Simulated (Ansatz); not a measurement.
# GeH5 (doublet): from Hartree-Fock to the top rungs at distance Ge1–H5 along a hydrogen transfer = 1.534 Å, cc-pVTZ

How much of the correlation energy of GeH5 (doublet) does each wave-function method recover here?

Program: Ansatz 0.2.0, Gaussian basis. Level of theory: cc-pVTZ, core rule «outside noble gas», up to 14 orbitals frozen. These are calculated values, not measurements.

Plan: UHF; CCSD(T) on ROHF; CCSD(T) on UHF; BCCD(T) on ROHF; CISD; CCSDT(Q) on ROHF; CCSDT(Q) on UHF; CASSCF and NEVPT2, 3 electrons in 3 orbitals; CASSCF and NEVPT2, 9 electrons in 9 orbitals.

**1. The system**

The geometry derives from fragments relaxed apart (PBE0/def2-TZVP) and kept rigid, so it is no stationary point. A hydrogen atom is moved between rigid fragments. No spin-orbit coupling is included. The filled d shell of Ge may be among the frozen orbitals whatever the setting's name suggests; the logs give the count.

6 atoms, charge 0, spin multiplicity 2.

Atoms are counted from 1 here; the program's logs count them from 0.

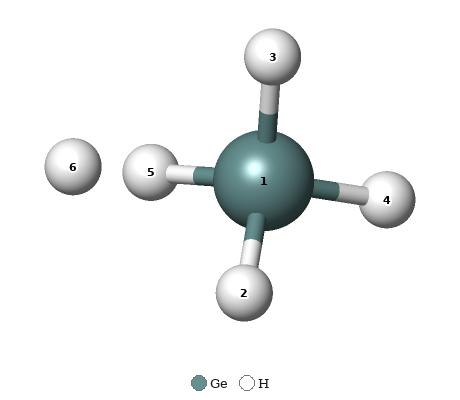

The geometry (germanium teal, hydrogen white); atoms are numbered from 1 in the order of the file.

**2. UHF**

Input file in.yaml:

```yaml
crystal:
  periodic: [false, false, false]
  atoms:
    - {symbol: Ge, position_ang: [-0.033672, 0.000000, 0.000000]}
    - {symbol: H, position_ang: [-0.545122, 1.446599, 0.000000]}
    - {symbol: H, position_ang: [-0.545121, -0.723300, 1.252791]}
    - {symbol: H, position_ang: [-0.545122, -0.723299, -1.252792]}
    - {symbol: H, position_ang: [1.500678, 0.000000, 0.000000]}
    - {symbol: H, position_ang: [2.561328, 0.000000, 0.000000]}
basis:
  gaussian: {orbitals: cc-pVTZ}
magnetization: {spin_polarized: true, initial_magnetization: 1}
hamiltonian: {xc: hf}
output: {orbitals: {seedname: orbitals}}
```

On the command line:

```sh
$ ansatz run in.yaml --threads 1 --pin off --events-out ev --progress --plain --max-ram 5632MiB --backend cpu
```

After this run come: CCSD(T) on ROHF; CCSD(T) on UHF; BCCD(T) on ROHF; CISD; CCSDT(Q) on ROHF; CCSDT(Q) on UHF; CASSCF and NEVPT2, 3 electrons in 3 orbitals; CASSCF and NEVPT2, 9 electrons in 9 orbitals.

**Question.** What will the summary of the whole plan be? Wanted: UCCSDT(Q) below the RHF energy; RMP2 from UCCSDT(Q); UMP2 from UCCSDT(Q); RCCSD from UCCSDT(Q); RCCSD(T) from UCCSDT(Q); UCCSD(T) from UCCSDT(Q); RCCSDT(Q) from UCCSDT(Q); NEVPT2 pair from UCCSDT(Q); NEVPT2 valence from UCCSDT(Q).

The runs gave:

| quantity | value |
| --- | --- |
| UCCSDT(Q) below the RHF energy | -5.2118 eV |
| RMP2 from UCCSDT(Q) | +1013.1 meV |
| UMP2 from UCCSDT(Q) | +1009.8 meV |
| RCCSD from UCCSDT(Q) | +147.8 meV |
| RCCSD(T) from UCCSDT(Q) | +26.8 meV |
| UCCSD(T) from UCCSDT(Q) | +25.7 meV |
| RCCSDT(Q) from UCCSDT(Q) | +1.6 meV |
| NEVPT2 pair from UCCSDT(Q) | +1011.4 meV |
| NEVPT2 valence from UCCSDT(Q) | +961.2 meV |
| levels within 1 kcal/mol (43 meV) | RCCSD(T), UCCSD(T), BCCD(T), RCCSDT, UCCSDT, RCCSDT(Q) |
| T1 diagnostic | 0.024 |
| effectively unpaired electrons | 1.02 |

What this shows: RCCSD(T) misses by +26.8 meV, 0.5 % of the correlation energy. One determinant dominates. Of the multireference levels listed NEVPT2 valence comes nearest in total energy (+961.2 meV), which doesn't show that its space is the better one. These misses are within one basis, not against nature; the frozen cores of restricted and unrestricted runs differ, which can shift their rows.
